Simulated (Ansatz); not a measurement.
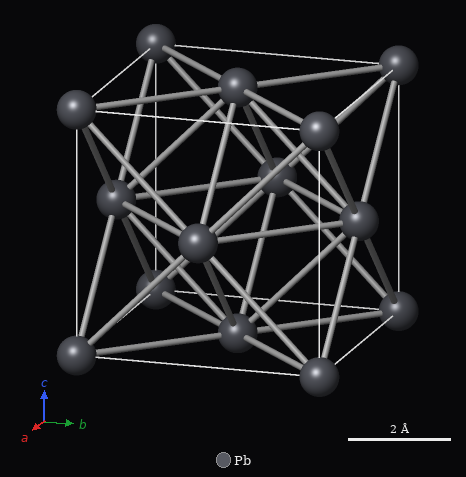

Drawn in the ball-and-stick manner and seen slightly off an axis. The conventional unit cell is outlined; an atom on or near a face, edge or corner is repeated at each equivalent position. Cell: a = 5.042 Å, b = 5.042 Å, c = 5.042 Å, α = 90.00°, β = 90.00°, γ = 90.00°.

- The element is lead.
- Space group Fm-3m (No. 225), lattice face-centred cubic.
- In terms of structure types, this is face-centred cubic (Cu type).
- The cell holds four atoms.
- Pb bonds to twelve Pb in a cuboctahedral arrangement at about 3.6 Å.
- The bonds build a three-dimensional framework.

The model was built from the standard structure of this element. Earlier steps of the study may have refined or changed the cell and positions. Ansatz was used for an electronic-structure calculation on it.
